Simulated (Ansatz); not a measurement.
C2H7Ga: several calculations on one system

## 1. Relaxation

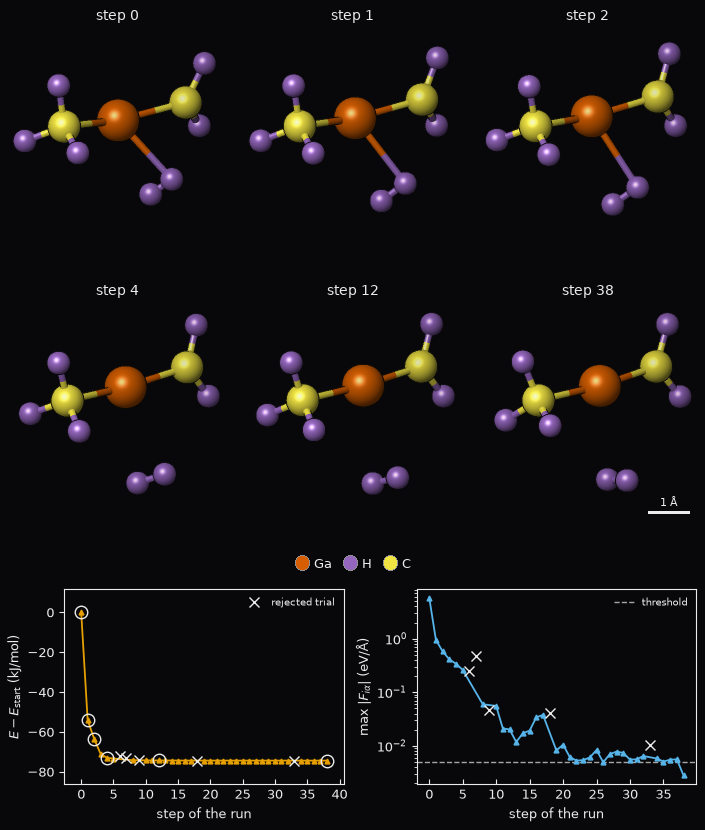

Frames of a relaxation of C₂H₇Ga (started from a transition state, displaced along its imaginary mode), marked on the history of the run. A ball-and-stick model, seen from a free direction.

These are results of RKS PBE0-D4/def2-TZVP (Ansatz), not measurements.

The input:
```yaml
crystal:
  periodic: [false, false, false]
  atoms:
    - {symbol: Ga, position_ang: [-0.411897, -0.033436, 0.169889]}
    - {symbol: H, position_ang: [0.141539, -1.239096, -1.335396]}
    - {symbol: C, position_ang: [-1.108735, 0.861893, -1.267374]}
    - {symbol: H, position_ang: [0.147309, -0.645487, -1.610524]}
    - {symbol: C, position_ang: [0.886638, -0.255950, 1.611271]}
    - {symbol: H, position_ang: [-1.415893, 1.890376, -1.270196]}
    - {symbol: H, position_ang: [-1.643426, 0.239835, -1.998119]}
    - {symbol: H, position_ang: [0.675626, -1.121041, 2.242335]}
    - {symbol: H, position_ang: [1.906143, -0.341125, 1.231554]}
    - {symbol: H, position_ang: [0.822596, 0.643931, 2.226660]}
basis:
  gaussian: {orbitals: def2-TZVP}
hamiltonian: {xc: pbe0, dispersion: d4}
relax: {f_tol: 0.005, max_steps: 200}
```

Command:
```bash
ansatz run in.yaml --threads 4 --pin off --events-out ev --progress --plain --max-ram 9574MiB
```

Describe the path.

Answer. The atom that moves furthest after the best rigid fit is H4 (0.77 Å). Largest moves by element: H 0.77 Å, Ga 0.47 Å, C 0.29 Å. Among the contacts that change: Ga1–H4 1.964 → 2.431 Å, Ga1–H2 2.006 → 2.439 Å, H2–H4 0.654 → 0.755 Å, Ga1–C3 1.831 → 1.782 Å. Among the angles between lasting bonds that change: C3–Ga1–C5 152.6° → 174.9°, Ga1–C3–H7 115.5° → 121.1°, Ga1–C3–H6 125.4° → 122.0°. Over 33 accepted moves (38 points after the start) the energy falls by 74.3 kJ/mol. The largest force component goes from 5.8 to 0.0028 eV/Å. The line search rejected the trial steps at points 6, 7, 9, 18, 33 of the run. The forces were under the threshold at step 26, but the run went on from there. The run took 56 s on 4 threads of Arm Neoverse V2, with other jobs on the host. From step 0 to 1: H2 moves most (0.19 Å), energy −54.0 kJ/mol. From step 1 to 2: H6 moves most (0.18 Å), energy −9.40 kJ/mol. From step 2 to 4: H4 moves most (0.34 Å), energy −9.55 kJ/mol. From step 4 to 12: Ga1 moves most (0.12 Å), energy −1.28 kJ/mol. From step 12 to 38: H2 moves most (0.18 Å), energy −0.08 kJ/mol.

```json
{"step": "0", "E − E(0), kJ/mol": "0.00", "largest force component, eV/Å": "5.8342", "note": ""}
{"step": "1", "E − E(0), kJ/mol": "-54.03", "largest force component, eV/Å": "0.9473", "note": ""}
{"step": "2", "E − E(0), kJ/mol": "-63.43", "largest force component, eV/Å": "0.5800", "note": ""}
{"step": "3", "E − E(0), kJ/mol": "-70.93", "largest force component, eV/Å": "0.4112", "note": ""}
{"step": "4", "E − E(0), kJ/mol": "-72.97", "largest force component, eV/Å": "0.3405", "note": ""}
{"step": "5", "E − E(0), kJ/mol": "-73.31", "largest force component, eV/Å": "0.2615", "note": ""}
{"step": "6", "E − E(0), kJ/mol": "-71.82", "largest force component, eV/Å": "0.2467", "note": "rejected"}
{"step": "7", "E − E(0), kJ/mol": "-73.22", "largest force component, eV/Å": "0.4812", "note": "rejected"}
{"step": "8", "E − E(0), kJ/mol": "-74.12", "largest force component, eV/Å": "0.0597", "note": ""}
{"step": "9", "E − E(0), kJ/mol": "-73.88", "largest force component, eV/Å": "0.0473", "note": "rejected"}
{"step": "10", "E − E(0), kJ/mol": "-74.19", "largest force component, eV/Å": "0.0555", "note": ""}
{"step": "11", "E − E(0), kJ/mol": "-74.25", "largest force component, eV/Å": "0.0210", "note": ""}
{"step": "13", "E − E(0), kJ/mol": "-74.28", "largest force component, eV/Å": "0.0118", "note": ""}
{"step": "14", "E − E(0), kJ/mol": "-74.29", "largest force component, eV/Å": "0.0172", "note": ""}
{"step": "16", "E − E(0), kJ/mol": "-74.31", "largest force component, eV/Å": "0.0341", "note": ""}
{"step": "17", "E − E(0), kJ/mol": "-74.31", "largest force component, eV/Å": "0.0377", "note": ""}
{"step": "19", "E − E(0), kJ/mol": "-74.32", "largest force component, eV/Å": "0.0082", "note": ""}
{"step": "20", "E − E(0), kJ/mol": "-74.33", "largest force component, eV/Å": "0.0105", "note": ""}
{"step": "22", "E − E(0), kJ/mol": "-74.33", "largest force component, eV/Å": "0.0053", "note": ""}
{"step": "23", "E − E(0), kJ/mol": "-74.33", "largest force component, eV/Å": "0.0054", "note": ""}
{"step": "25", "E − E(0), kJ/mol": "-74.33", "largest force component, eV/Å": "0.0083", "note": ""}
{"step": "26", "E − E(0), kJ/mol": "-74.34", "largest force component, eV/Å": "0.0049", "note": ""}
{"step": "28", "E − E(0), kJ/mol": "-74.34", "largest force component, eV/Å": "0.0078", "note": ""}
{"step": "29", "E − E(0), kJ/mol": "-74.34", "largest force component, eV/Å": "0.0074", "note": ""}
{"step": "31", "E − E(0), kJ/mol": "-74.34", "largest force component, eV/Å": "0.0056", "note": ""}
{"step": "32", "E − E(0), kJ/mol": "-74.34", "largest force component, eV/Å": "0.0064", "note": ""}
{"step": "34", "E − E(0), kJ/mol": "-74.34", "largest force component, eV/Å": "0.0058", "note": ""}
{"step": "35", "E − E(0), kJ/mol": "-74.34", "largest force component, eV/Å": "0.0051", "note": ""}
{"step": "37", "E − E(0), kJ/mol": "-74.34", "largest force component, eV/Å": "0.0056", "note": ""}
{"step": "38", "E − E(0), kJ/mol": "-74.34", "largest force component, eV/Å": "0.0028", "note": ""}
```

## 2. Relaxation

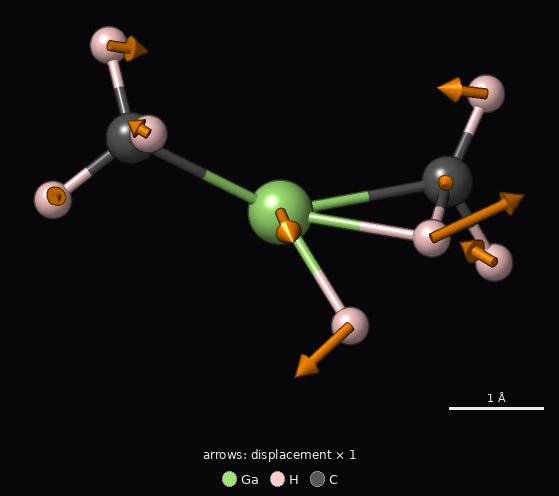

This is a relaxation of C2H7Ga (started from a transition state, displaced along its imaginary mode). The starting structure is drawn; orange arrows show the displacements, at their true length. The two geometries are superimposed by the best rigid fit.

A ball-and-stick model, seen from a free direction.

Computed with RKS PBE0-D4/def2-TZVP in Ansatz. Settings: force threshold 0.005 eV/Å; at most 200 steps.

Question: Describe the change and its energy.

Answer: Over 25 accepted moves (26 points after the start) the energy falls by 239.3 kJ/mol. Largest force component: 2.8 eV/Å at the start, 0.0022 eV/Å at the end. The line search rejected the trial step at point 23 of the run. The forces were under the threshold at step 10, but the run went on from there. The largest move after the best rigid fit is that of an H atom, 1.16 Å. By element the largest moves are H 1.16 Å, Ga 0.66 Å, C 0.16 Å. Among the contacts that change: Ga–H 1.751 → 2.566 Å, C–H 1.292 → 1.093 Å, Ga–H 1.700 → 1.580 Å, C–Ga 1.903 → 1.970 Å. Bond angles that change, for instance: Ga–C–H 63.1° → 110.5°, H–Ga–C 82.1° → 118.8°, H–C–H 140.3° → 108.8°. Cost: 37 s on 4 threads of Arm Neoverse V2 (shared host).

## 3. Reaction

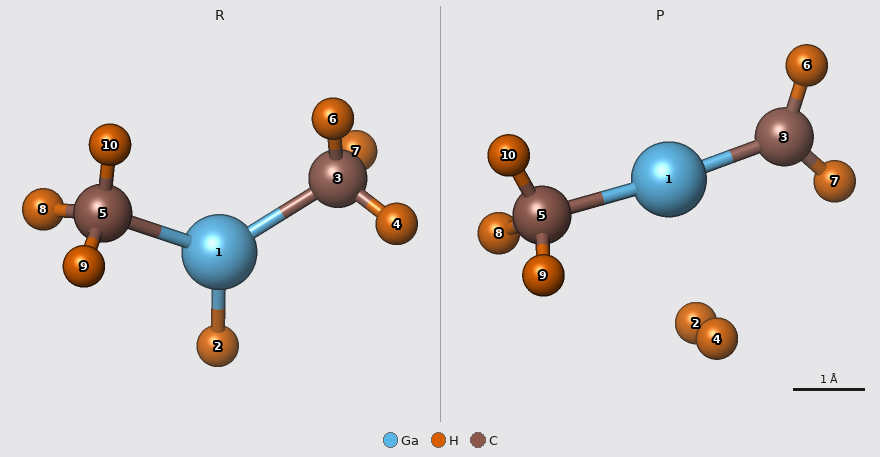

Reactant (R) and product (P) of one elementary step of C₂H₇Ga. A ball-and-stick model, seen at a tilt.

Stationary points at PBE0-D4/def2-TZVP, single-point energies with CCSD(T)/CBS, r2SCAN0-D4, PBE-D4, B97M-V (def2-TZVPP where no basis is named; Ansatz 0.2.0). The energies are electronic, without zero-point or thermal terms, and both ends are the minima reached downhill from the saddle, with any fragments still in contact. CCSD(T)/CBS stands for a frozen-core estimate: MP2 correlation extrapolated from def2-TZVPP and def2-QZVPP, CCSD(T) minus MP2 from the smaller set.

R:
```xyz
10

Ga    0.1044   -0.6459   -0.2564
H     0.3375   -2.0989   -0.8321
C    -0.8867    0.6596   -1.3501
H    -0.4410    0.7418   -2.3451
C     0.8142   -0.2081    1.5290
H    -0.9177    1.6513   -0.8964
H    -1.9153    0.3151   -1.4955
H     0.4688   -0.9372    2.2670
H     1.9069   -0.2684    1.5176
H     0.5286    0.7906    1.8622
```

P:
```xyz
10

Ga   -0.2397    0.3927    0.0714
H     0.0379   -1.6748   -1.1925
C    -1.3067    1.0517   -1.1948
H     0.5904   -1.2640   -1.5025
C     0.8921   -0.1775    1.5325
H    -1.8576    1.9740   -1.0576
H    -1.4475    0.5309   -2.1335
H     0.5691   -1.1424    1.9244
H     1.9330   -0.2487    1.2151
H     0.8288    0.5581    2.3376
```

### Predict the saddle point between them and the barrier.

Counted by bonded pieces, R holds C₂H₇Ga and P holds C₂H₅Ga + H₂. From R over the saddle to P, a bond forms: H2–H4 (3.31 → 0.99 → 0.76 Å). Bonds break: Ga1–H2 (1.58 → 1.85 → 2.44 Å), C3–H4 (1.09 → 1.64 → 3.01 Å). The saddle has one imaginary mode, 1287i cm⁻¹. With CCSD(T)/CBS the barrier is 307.0 kJ/mol from R and 70.8 kJ/mol from P, and P lies 236.2 kJ/mol above R.

```tsv
level	barrier from R (kJ/mol)	barrier from P (kJ/mol)	P less R (kJ/mol)
CCSD(T)/CBS	307.0	70.8	236.2
r2SCAN0-D4	316.5	62.7	253.7
PBE-D4	277.6	51.5	226.1
B97M-V	305.4	55.0	250.4
```

Against CCSD(T)/CBS, B97M-V comes closest on the barrier from R (−1.6 kJ/mol) and PBE-D4 misses most (−29.3 kJ/mol).

Saddle geometry:

```xyz
10

Ga   -0.3678   -0.1589    0.1332
H     0.1366   -1.2796   -1.2539
C    -1.0711    0.7991   -1.3056
H     0.0324   -0.3685   -1.6190
C     0.8877   -0.2515    1.6242
H    -1.3323    1.8569   -1.3129
H    -1.6891    0.2134   -1.9865
H     0.6783   -1.1185    2.2513
H     1.9036   -0.3425    1.2341
H     0.8215    0.6500    2.2352
```

The saddle point in the same view, with dashed sticks for the bonds that form or break:

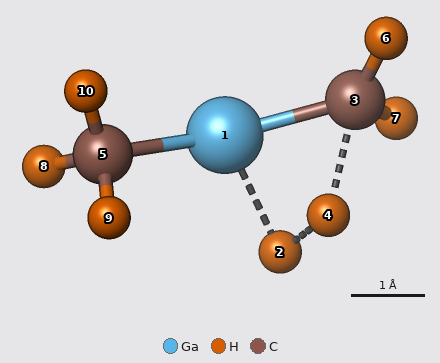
